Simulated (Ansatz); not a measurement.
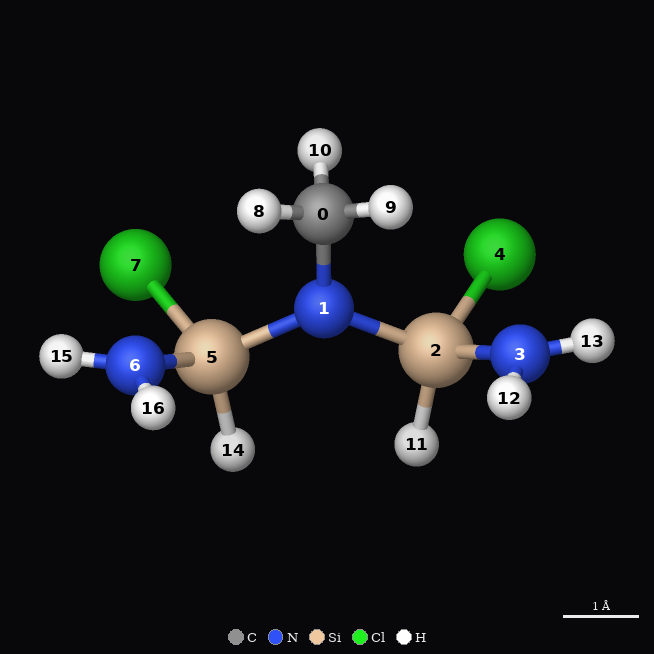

The picture shows the input geometry. Atoms are numbered from 0, in the order of the input.

Ansatz 0.2.0 input:

```yaml
crystal:
  periodic: [false, false, false]
  atoms:
    - {symbol: C, position_ang: [0.727927, 0.782458, 1.119055]}
    - {symbol: N, position_ang: [0.005406, 0.202887, -0.022494]}
    - {symbol: Si, position_ang: [0.900823, -0.108516, -1.450892]}
    - {symbol: N, position_ang: [2.269536, -1.051992, -1.083565]}
    - {symbol: Cl, position_ang: [1.692296, 1.607555, -2.278553]}
    - {symbol: Si, position_ang: [-1.706474, 0.163809, 0.061116]}
    - {symbol: N, position_ang: [-2.198843, -0.586389, 1.508012]}
    - {symbol: Cl, position_ang: [-2.536547, 2.049074, 0.175249]}
    - {symbol: H, position_ang: [0.214264, 0.538272, 2.050621]}
    - {symbol: H, position_ang: [1.740692, 0.378183, 1.165678]}
    - {symbol: H, position_ang: [0.793726, 1.870935, 1.035654]}
    - {symbol: H, position_ang: [-0.047980, -0.662041, -2.439093]}
    - {symbol: H, position_ang: [2.181288, -1.972427, -0.685962]}
    - {symbol: H, position_ang: [3.124817, -0.936529, -1.600066]}
    - {symbol: H, position_ang: [-2.183557, -0.437963, -1.201205]}
    - {symbol: H, position_ang: [-3.041934, -0.296885, 1.973865]}
    - {symbol: H, position_ang: [-1.954341, -1.541031, 1.712878]}
basis:
  gaussian: {orbitals: def2-TZVPP}
hamiltonian: {xc: hse06, dispersion: d4}
output: {orbitals: {seedname: orbitals}}
```

Output:

```
Functional definition: HSE06
  name "HSE06"
  cite "Heyd, Scuseria & Ernzerhof, J. Chem. Phys. 118, 8207 (2003) doi:10.1063/1.1564060"
  cite "Krukau, Vydrov, Izmaylov & Scuseria, J. Chem. Phys. 125, 224106 (2006) doi:10.1063/1.2404663"
  cite "Heyd & Scuseria, J. Chem. Phys. 120, 7274 (2004) doi:10.1063/1.1668634"
  cite "Ernzerhof & Perdew, J. Chem. Phys. 109, 3313 (1998) doi:10.1063/1.476928"
  cite "Perdew, Burke & Ernzerhof, Phys. Rev. Lett. 77, 3865 (1996) doi:10.1103/PhysRevLett.77.3865"
  parent pbe
  parameter a = 0.25
  parameter omega = 0.11/bohr
  # The whole range is PBE's own exchange, as in plane waves. The composition of these papers is wPBEh.
  exchange = pbe_x - a*pbe_x_sr(omega) + a*exact_x_sr(omega)
  correlation = pbe_c
2408 factors; their error is unknown
153 factors; integrals over basis functions are off by at most 2.6e-7 eV
mean field evaluation 1: about -46423.1323 eV, gradient 1.0e2 eV
mean field evaluation 2: about -46388.1659 eV, gradient 1.5e2 eV
mean field evaluation 4: about -46441.6958 eV, gradient 1.1e1 eV
mean field evaluation 8: about -46441.9456 eV, gradient 1.9e-1 eV
mean field evaluation 16: about -46442.0470 eV, gradient 3.8e-4 eV
mean field -46442.04701817 eV, -1706.7137483676 hartree, gradient 4.7e-5 eV, S^2 0.000000; 0 other end points of the search recorded, 0 dependent functions left out
reference -46442.04707331 eV, -1706.7137503942 hartree; 49, 49 occupied and 369, 369 virtual orbitals, 2408 factors
Total energy: -46442.52286069 eV, -1706.7312352576 hartree
```
